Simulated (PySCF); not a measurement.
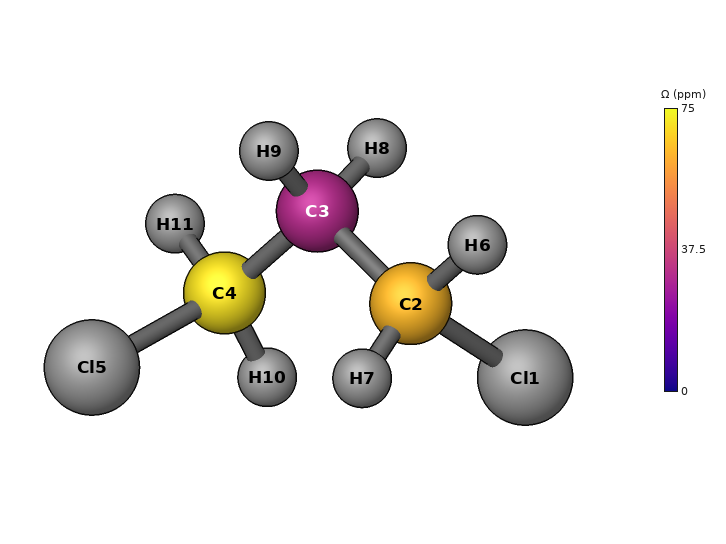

The C atoms are coloured by the span of their shielding tensor. Geometry: a frame of a GFN2-xTB molecular-dynamics simulation, not a minimum. Level of theory: GIAO PBE0/pcSseg-1 NMR shielding, non-relativistic, gas phase (PySCF 2.14.0). Principal shieldings σ11 ≤ σ22 ≤ σ33, span Ω = σ33 − σ11, skew κ = 3(σiso − σ22)/Ω.

### Which C atom has the most anisotropic shielding?

C4, with a span of 71 ppm.

Give the shielding tensors of the C atoms.

```csv
atom,σ11,σ22,σ33,σiso,Ω,κ
C2,105.4,129.8,169.0,134.8,63.6,0.23
C3,132.9,136.9,164.2,144.7,31.3,0.75
C4,102.5,136.4,173.5,137.5,71.0,0.04
```

Shieldings and span in ppm.
